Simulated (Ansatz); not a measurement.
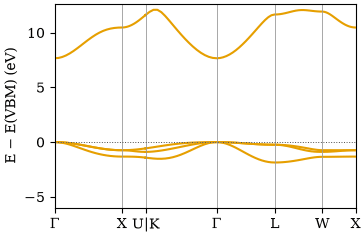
Figure. Band structure from the program Ansatz at the PBE level (PAW)

Problem. Read off the gap and where the band edges lie.

Solution. About 7.7 eV (7.66 eV by a search for the band edges); maximum at Γ, minimum at Γ.

The material is LiF (zinc blende, F-43m).

The start of the workflow was typed in or built on a structure type; neither database checked (COD, Materials Project) lists it. It is not the phase usual at ambient conditions (space group No. 225). The PBE relaxation kept the symmetry of its start; its stability against distortions is not shown here.

Potentials: the earlier of the program's two PAW sets.
